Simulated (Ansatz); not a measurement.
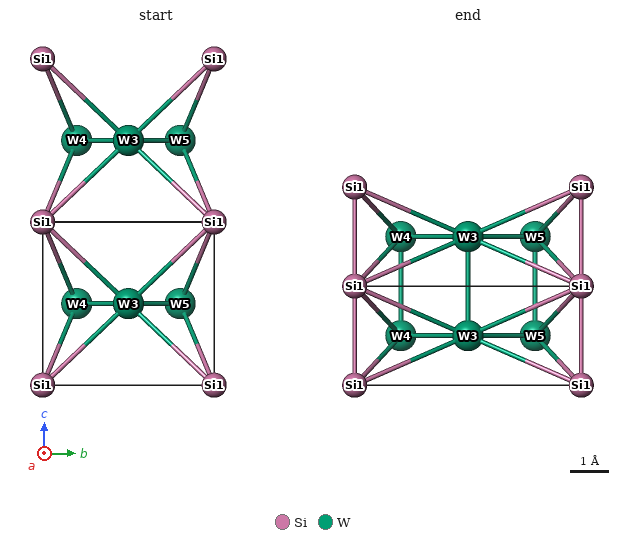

The structure of crystalline SiW₄ (a generated structure, set up in P4/mmm) (coarse preliminary run) before (left) and after (right) a relaxation, at one scale.

The picture is a ball-and-stick view of the cell of the calculation, repeated 1 × 1 × 2 with one cell outlined, seen along the a axis.

Theory: DFT PBE, scalar-relativistic, plane waves, PAW in Ansatz. Set-up: plane-wave cutoff 420 eV; k-point mesh 4 × 4 × 4; occupations gaussian; smearing width 0.1 eV; no spin polarisation; cell and atoms relaxed; force threshold 0.04 eV/Å; at most 70 steps.

Q: What changed between the two?

A: The energy falls by 32.475 eV per cell of the calculation in 15 accepted moves (17 points after the start). The largest force component goes from 0.047 to 0.025 eV/Å. Pressure: 148.04 GPa at the start and 0.15 GPa at the end. At 2 points the geometry stayed and the basis and grid were re-selected for the new cell (energy shift of 0.586 eV per cell of the calculation at most each time). The largest moves relative to the cell, 0.031 Å, are those of W atoms. Si stays in place. Cell: a = b 4.612 → 6.094 Å (+32.1 %), c 4.387 → 2.663 Å (−39.3 %). Volume +6.0 %. Some distances before and after: W–W 4.387 → 2.663 Å, Si–Si 4.387 → 2.663 Å, W–W 2.780 → 3.612 Å, W–W 1.831 → 2.482 Å. The space group stays P4/mmm (No. 123).
